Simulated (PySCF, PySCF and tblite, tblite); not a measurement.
**C4H8SSi2: a path driven as rotation about a bond, and NMR exchange**

Aim: the barrier and rate of rotation about a bond in C4H8SSi2 (`C=CS[SiH2]C#C[SiH3]`), and what it does to NMR lines.

Computed with tblite 0.8.0 (tight binding) and PySCF 2.14.0 (DFT, with response routines of our own); each step states its level. Atoms count from 0 throughout.

## 1. The starting structure

15 atoms, charge 0, multiplicity 1; geometry from: force field or distance geometry start.

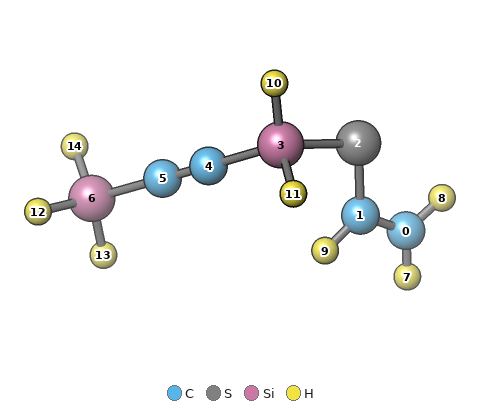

The starting geometry (carbon blue, sulfur grey, silicon pink, hydrogen yellow), atoms numbered.

## 2. GFN2-xTB relaxation, start minimum

What the job is given:

```
{"job": {"xc": "GFN2-xTB", "basis": "xTB", "kind": "relax"}, "charge": 0, "multiplicity": 1}
C      3.368700    -1.070000     0.082700
C      2.315300    -0.224000     0.128300
S      2.033700     0.893700    -1.136100
Si     0.317900     2.062600    -0.522900
C     -1.106400     0.878400    -0.201700
C     -2.016700     0.113300    -0.018600
Si    -3.413500    -1.086200     0.269500
H      3.547400    -1.770500     0.889700
H      4.057500    -1.076900    -0.751800
H      1.649600    -0.265700     1.001100
H     -0.017200     3.036600    -1.577300
H      0.670500     2.769700     0.737800
H     -4.566200    -0.396600     0.925400
H     -2.967800    -2.192200     1.162500
H     -3.877300    -1.664200    -1.010400
```

The run is started by

```sh
OMP_NUM_THREADS=1 python ens_run.py task.json out
```

The driver reads the study from task.json and runs its stages one after another.

What it wrote:

```text
step      E/eV     max force
  0    -524.08523    2.341
  1    -524.12891    2.637
  2    -524.17874    0.926
  3    -524.18956    0.746
  4    -524.19935    0.241
  5    -524.21051    0.355
  6    -524.21813    0.374
  7    -524.22330    0.170
  8    -524.22785    0.142
  9    -524.23288    0.218
 10    -524.23664    0.212
 11    -524.23844    0.102
 12    -524.23930    0.068
 13    -524.24011    0.107
 14    -524.24123    0.125
 15    -524.24236    0.097
 16    -524.24305    0.062
 17    -524.24334    0.054
 18    -524.24356    0.049
 19    -524.24385    0.061
 20    -524.24427    0.089
 21    -524.24476    0.095
 22    -524.24525    0.072
 23    -524.24571    0.075
 24    -524.24613    0.085
 25    -524.24654    0.064
 26    -524.24697    0.058
 27    -524.24744    0.068
 28    -524.24791    0.068
 29    -524.24828    0.065
 30    -524.24848    0.035
 31    -524.24860    0.033
 32    -524.24873    0.037
 33    -524.24886    0.034
 34    -524.24896    0.028
 35    -524.24904    0.023
 36    -524.24912    0.027
 37    -524.24920    0.031
 38    -524.24928    0.020
 39    -524.24933    0.016
 40    -524.24937    0.014
 41    -524.24941    0.026
 42    -524.24948    0.032
 43    -524.24956    0.026
 44    -524.24963    0.023
 45    -524.24968    0.017
 46    -524.24971    0.017
 47    -524.24977    0.022
 48    -524.24984    0.024
 49    -524.24991    0.025
 50    -524.24998    0.020
 51    -524.25003    0.021
 52    -524.25009    0.024
 53    -524.25015    0.024
 54    -524.25021    0.018
 55    -524.25025    0.017
 56    -524.25029    0.018
 57    -524.25035    0.025
 58    -524.25043    0.033
 59    -524.25053    0.034
 60    -524.25062    0.024
 61    -524.25069    0.018
 62    -524.25074    0.019
 63    -524.25081    0.032
 64    -524.25091    0.036
 65    -524.25101    0.028
 66    -524.25108    0.045
 67    -524.25112    0.066
 68    -524.25118    0.033
 69    -524.25130    0.050
 70    -524.25142    0.070
 71    -524.25153    0.050
 72    -524.25157    0.019
 73    -524.25160    0.021
 74    -524.25164    0.037
 75    -524.25168    0.042
 76    -524.25174    0.029
 77    -524.25178    0.022
 78    -524.25183    0.026
 79    -524.25189    0.042
 80    -524.25197    0.044
 81    -524.25205    0.026
 82    -524.25213    0.026
 83    -524.25221    0.033
 84    -524.25234    0.054
 85    -524.25258    0.067
 86    -524.25289    0.056
 87    -524.25315    0.034
 88    -524.25329    0.029
 89    -524.25336    0.037
 90    -524.25350    0.037
 91    -524.25392    0.057
 92    -524.25436    0.064
 93    -524.25513    0.047
 94    -524.25542    0.027
 95    -524.25548    0.041
 96    -524.25554    0.023
 97    -524.25560    0.020
 98    -524.25572    0.025
 99    -524.25585    0.033
100    -524.25599    0.026
101    -524.25610    0.020
102    -524.25617    0.018
103    -524.25623    0.017
104    -524.25628    0.019
105    -524.25633    0.019
106    -524.25636    0.012
107    -524.25639    0.014
108    -524.25642    0.017
109    -524.25645    0.013
110    -524.25647    0.009
111    -524.25649    0.014
112    -524.25651    0.012
113    -524.25652    0.009
114    -524.25653    0.007
115    -524.25654    0.010
116    -524.25655    0.011
117    -524.25656    0.008
118    -524.25656    0.006
119    -524.25657    0.007
120    -524.25658    0.012
121    -524.25660    0.018
122    -524.25663    0.018
123    -524.25666    0.012
124    -524.25668    0.009
125    -524.25670    0.008
126    -524.25671    0.008
127    -524.25672    0.005
128    -524.25673    0.004
129    -524.25673    0.005
130    -524.25673    0.005
131    -524.25674    0.006
132    -524.25674    0.003
133    -524.25674    0.006
134    -524.25674    0.003
```

It took 0.8 s on 1 thread of Arm Neoverse V2, shared host.

Gain 0.172 eV; displacement 0.31 Å root mean square.

## 3. Relaxed scan, rotation

What the job is given:

```
{"job": {"xc": "GFN2-xTB", "basis": "xTB", "coordinate": [["t", [0, 1, 2, 3], 0.5], ["t", [9, 1, 2, 3], 0.5]], "kind": "drive"}, "charge": 0, "multiplicity": 1}
C      3.104300    -1.099223     0.147830
C      2.064123    -0.299540    -0.009513
S      2.038076     1.002756    -1.193230
Si     0.345811     2.166088    -0.501121
C     -1.030579     0.977816    -0.183534
C     -1.878888     0.137202     0.022814
Si    -3.185521    -1.139106     0.333083
H      3.084570    -1.903140     0.863220
H      4.001536    -0.977211    -0.433516
H      1.152853    -0.410735     0.558585
H      0.072283     3.066584    -1.609019
H      0.720801     2.821477     0.750528
H     -4.308775    -0.469763     0.992700
H     -2.603104    -2.166911     1.199247
H     -3.581898    -1.698305    -0.959986
```

What it wrote:

```text
point  coordinate     E/eV
  0    -59.100     -524.24895
  1    -44.100     -524.23255
  2    -29.100     -524.20929
  3    -14.100     -524.18766
  4      1.000     -524.18013
  5     16.100     -524.17998
  6     31.200     -524.19656
  7     46.300     -524.22142
  8     61.400     -524.25932
  9     76.200     -524.28280
 10     91.100     -524.29282
 11    106.000     -524.29634
```

It took 3.5 s on 1 thread of Arm Neoverse V2, shared host.

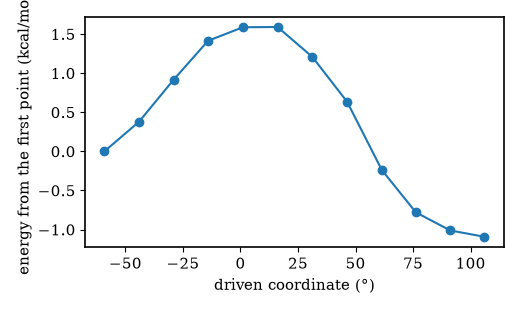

Energy along the scan.

## 4. Nudged elastic band, leg 1

Changed since step 3:

```diff
@@ -1,2 +1,2 @@
-{"job": {"xc": "GFN2-xTB", "basis": "xTB", "coordinate": [["t", [0, 1, 2, 3], 0.5], ["t", [9, 1, 2, 3], 0.5]], "kind": "drive"}, "charge": 0, "multiplicity": 1}
+{"job": {"xc": "GFN2-xTB", "basis": "xTB", "kind": "neb"}, "charge": 0, "multiplicity": 1}
 C      3.104300    -1.099223     0.147830
```

What it wrote:

```text
image   E - E0 / eV
  0       0.0000
  1       0.0397
  2       0.0829
  3       0.0696
  4       0.0256
  5      -0.0267
  6      -0.0417
```

Wall time 2.3 s (1 thread of Arm Neoverse V2, shared host); peak memory 0.2 GiB.

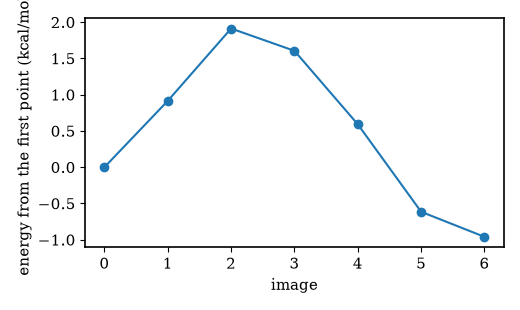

Energy along the band.

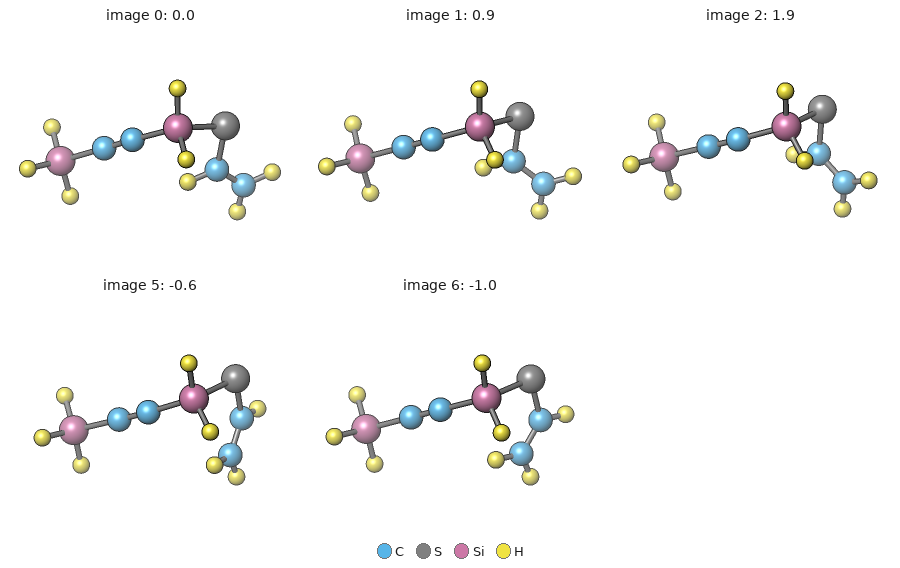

Images along the band, with energies in kcal/mol.

## 5. Saddle search, leg 1

What the job is given:

```
{"job": {"xc": "GFN2-xTB", "basis": "xTB", "kind": "saddle"}, "charge": 0, "multiplicity": 1}
C      2.960447    -0.688206     0.360639
C      1.947892    -0.641109    -0.481154
S      1.748845     0.671901    -1.659616
Si     0.520147     1.984997    -0.457972
C     -0.965681     0.981925    -0.025156
C     -1.866371     0.192386     0.161216
Si    -3.215765    -1.049689     0.411150
H      3.084151    -1.505167     1.051610
H      3.706474     0.088390     0.382316
H      1.186591    -1.404779    -0.539175
H      0.226317     3.088791    -1.357224
H      1.270156     2.344817     0.742786
H     -4.342328    -0.382833     1.065504
H     -2.669019    -2.117593     1.252398
H     -3.591856    -1.563831    -0.907321
```

What it wrote:

```text
step      E/eV     max force
  0    -524.17382   0.0305
  1    -524.17765   0.0821
  2    -524.17567   0.0252
  3    -524.17721   0.0248
  4    -524.17856   0.0228
  5    -524.17921   0.0692
  6    -524.17908   0.0189
  7    -524.17964   0.0343
  8    -524.18004   0.0410
  9    -524.18022   0.0744
 10    -524.18059   0.0471
 11    -524.18074   0.0446
 12    -524.18093   0.0234
 13    -524.18090   0.0147
 14    -524.18091   0.0017
lowest wavenumbers (cm-1): -72.8 12.9 22.1 54.8 112.1 135.2
```

It took 3.8 s on 1 thread of Arm Neoverse V2, shared host; peak memory 0.2 GiB.

Point group C1; 1 imaginary mode, 73i cm⁻¹, carried by C0, H8, H9, C1. Steps downhill from it reached both ends.

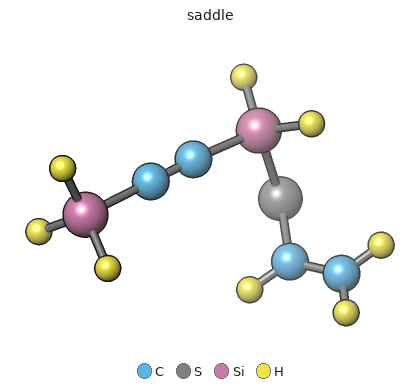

The saddle point.

## 6. Shieldings, start: BP86/pcSseg-1

What the job is given:

```
{"job": {"kind": "nmr", "xc": "BP86", "basis": "pcSseg-1", "pop": false}, "charge": 0, "multiplicity": 1}
C      3.104300    -1.099223     0.147830
C      2.064123    -0.299540    -0.009513
S      2.038076     1.002756    -1.193230
Si     0.345811     2.166088    -0.501121
C     -1.030579     0.977816    -0.183534
C     -1.878888     0.137202     0.022814
Si    -3.185521    -1.139106     0.333083
H      3.084570    -1.903140     0.863220
H      4.001536    -0.977211    -0.433516
H      1.152853    -0.410735     0.558585
H      0.072283     3.066584    -1.609019
H      0.720801     2.821477     0.750528
H     -4.308775    -0.469763     0.992700
H     -2.603104    -2.166911     1.199247
H     -3.581898    -1.698305    -0.959986
```

What it wrote:

```text
coarse grid: 14176 points
cycle   1  E = -1134.2501623279  dE =  4.860e-01  |g| = 5.738e-01  |ddm| = 3.803e+00
cycle   2  E = -1134.1092833591  dE =  1.409e-01  |g| = 8.895e-01  |ddm| = 1.631e+00
cycle   3  E = -1134.3299001386  dE = -2.206e-01  |g| = 1.837e-01  |ddm| = 1.224e+00
cycle   4  E = -1134.3371896144  dE = -7.289e-03  |g| = 1.170e-01  |ddm| = 2.621e-01
cycle   5  E = -1134.3404302089  dE = -3.241e-03  |g| = 3.955e-02  |ddm| = 1.148e-01
cycle   6  E = -1134.3407988804  dE = -3.687e-04  |g| = 1.584e-02  |ddm| = 4.757e-02
cycle   7  E = -1134.3408660478  dE = -6.717e-05  |g| = 4.533e-03  |ddm| = 1.804e-02
cycle   8  E = -1134.3408709236  dE = -4.876e-06  |g| = 1.540e-03  |ddm| = 5.724e-03
final grid: 123408 points
cycle   9  E = -1134.4014662823  dE = -2.451e-05  |g| = 3.479e-03  |ddm| = 4.027e-02
cycle  10  E = -1134.4014582669  dE =  8.015e-06  |g| = 6.195e-03  |ddm| = 8.554e-03
cycle  11  E = -1134.4014678677  dE = -9.601e-06  |g| = 1.895e-03  |ddm| = 6.898e-03
cycle  12  E = -1134.4014686929  dE = -8.251e-07  |g| = 8.463e-04  |ddm| = 2.119e-03
cycle  13  E = -1134.4014688864  dE = -1.936e-07  |g| = 3.237e-04  |ddm| = 7.866e-04
cycle  14  E = -1134.4014689141  dE = -2.772e-08  |g| = 5.996e-05  |ddm| = 3.092e-04
cycle  15  E = -1134.4014689152  dE = -1.047e-09  |g| = 1.615e-05  |ddm| = 1.033e-04
cycle  16  E = -1134.4014689152  dE = -6.662e-11  |g| = 5.261e-06  |ddm| = 2.501e-05
converged SCF energy = -1134.4014689152

GIAO shielding tensors (ppm)
atom      isotropic    diamagn.    paramagn.     s11        s22        s33       span
  0 C       63.312     251.385    -188.074    -47.061     81.876    155.120    202.181
  1 C       45.505     263.549    -218.044    -57.430     52.433    141.513    198.942
  2 S      539.828    1058.494    -518.667    352.848    523.952    742.683    389.835
  3 Si     389.191     881.966    -492.775    356.461    381.833    429.280     72.819
  4 C       70.285     265.218    -194.933    -30.203    -17.262    258.318    288.521
  5 C       68.442     261.956    -193.514    -29.139    -15.948    250.413    279.552
  6 Si     434.964     882.975    -448.011    427.542    429.949    447.399     19.857
  7 H       26.024      31.368      -5.344     22.354     25.028     30.690      8.336
  8 H       26.060      30.103      -4.044     22.642     24.754     30.783      8.141
  9 H       25.112      37.739     -12.627     20.968     25.277     29.092      8.125
 10 H       26.716      27.911      -1.196     23.137     24.705     32.304      9.167
 11 H       26.363      28.695      -2.332     22.149     24.953     31.986      9.838
 12 H       27.358      28.108      -0.750     23.888     25.771     32.415      8.527
 13 H       27.331      30.065      -2.734     23.744     26.257     31.991      8.247
 14 H       27.368      28.972      -1.604     23.919     25.894     32.291      8.373
```

It took 25 s on 1 thread of Arm Neoverse V2, shared host; peak memory 0.65 GiB.

In short: HOMO -5.58 eV, LUMO -1.98 eV; dipole 1.76 D.

[end of part 1 of 2]
